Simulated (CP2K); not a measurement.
Consider ethynylallene at its PBE geometry (Å).

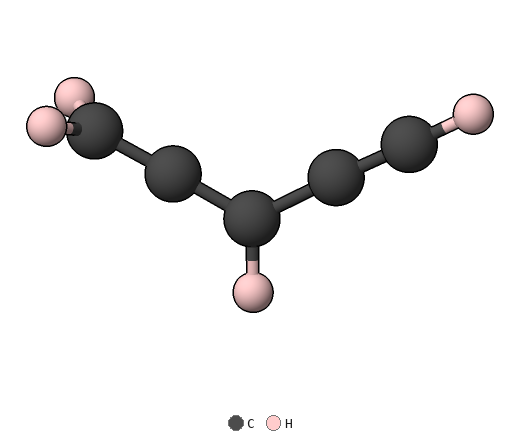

The molecule (carbon dark grey, hydrogen pink).

```xyz
9

C     2.5182    0.6660    0.3373
C     1.5104    0.0841   -0.0130
C     0.3551   -0.6195   -0.4492
C    -0.8830   -0.2721   -0.1415
C    -2.1131    0.0547    0.1469
H     3.3969    1.1906    0.6496
H     0.5088   -1.5034   -1.0781
H    -2.6813    0.7404   -0.4865
H    -2.6120   -0.3409    1.0345
```

Method: CP2K XAS_TDP, all-electron GAPW, PBEh(45%), aug-cc-pVDZ, TDA, no relativity.

Predict the bright core excitations at the C K edge.

Leading lines: C1 281.55 eV, C2 281.99 eV, C3 281.99 eV, C4 281.39 eV and C5 281.59 eV. The leading line of an atom is its first one with 35 % of the strongest within 2.5 eV of its lowest line over the strength cut. 

The first six lines of each atom with a strength over 0.0015:

```csv
atom,energy (eV),states,"strength, one atom"
C1 (bonded to C and H),281.55,1,0.0420
,282.08,1,0.0473
,284.37,1,0.0054
,284.87,1,0.0027
,285.18,1,0.0036
,285.56,1,0.0028
C2 (bonded to 2 C),281.99,1,0.0324
,282.29,1,0.0506
,284.62,1,0.0060
,285.08,1,0.0241
,287.75,1,0.0030
,287.97,1,0.0023
C3 (bonded to 2 C and H),281.99,1,0.0387
,283.98,1,0.0033
,285.23,1,0.0029
,286.17,1,0.0054
,286.39,1,0.0024
,286.47,1,0.0022
C4 (bonded to 2 C),281.39,1,0.0570
,281.83,1,0.0572
,286.77,1,0.0021
,289.00,1,0.0031
,289.05,1,0.0016
,289.18,1,0.0025
C5 (bonded to C and 2 H),281.59,1,0.0478
,283.07,1,0.0017
,284.48,1,0.0035
,285.41,1,0.0159
,285.62,1,0.0031
,285.96,1,0.0048
```

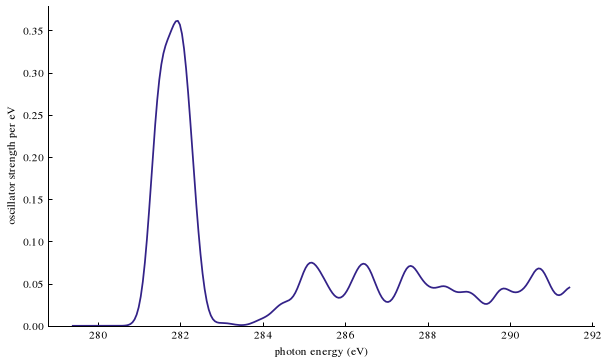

All atoms added, broadened by 0.5 eV.

Lines are vertical, at one geometry, with no vibrational structure. Without a correction of the core level, line positions, and the gaps between valence and Rydberg lines, follow the share of exact exchange. At this level such K lines come out 3 to 6 eV under measured ones. These values hold no scalar relativity, about 0.1 eV for C 1s. Rydberg lines, and the discretised continuum above threshold, depend on the basis and the box.

[Banner, clock and machine lines of the logs are left out without a mark of their own.]

[Logs are printed without paths, hosts, clocks, repeated set-up lines and the standing remarks that a program may print on its own settings, such as how far it seeks lower states.]

[Hosts, paths, dates, database ids (printed as entryN), source tags and the programs' standing remarks are cut or masked in the printed files.]
